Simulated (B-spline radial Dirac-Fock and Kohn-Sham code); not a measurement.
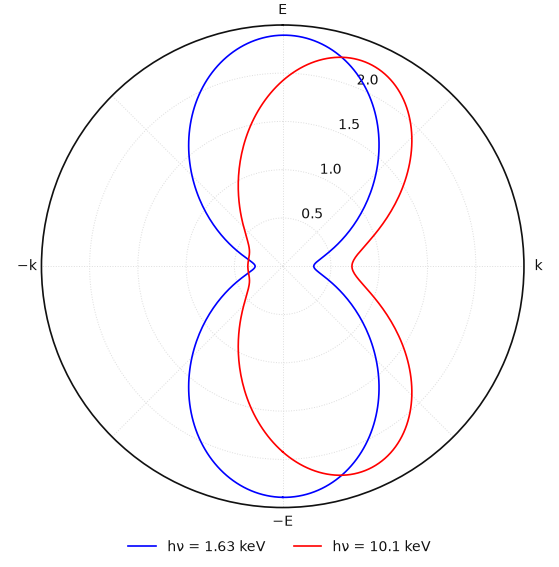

**Figure.** Angular distribution of photoelectrons from L2 (2p1/2) in the plane of the polarisation E (up) and the photon direction k (right), relative to an isotropic one. System: neutral gallium. The calculation used a Dirac–Hartree–Slater potential; 1 + βP₂(cos θ) + (δ + γ cos²θ) sin θ cos φ with E1 and E1–E2 terms (a radial B-spline solver). Open shells are averaged over j.

At 1.63 keV, β = 1.393, γ = 0.021 and δ = 0.018. At 10.1 keV, β = 0.922, γ = 1.512 and δ = 0.178. At 10.1 keV the emission 45° forward of E is 3.3 times that 45° backward, and the lobe peaks 22° from E towards k.
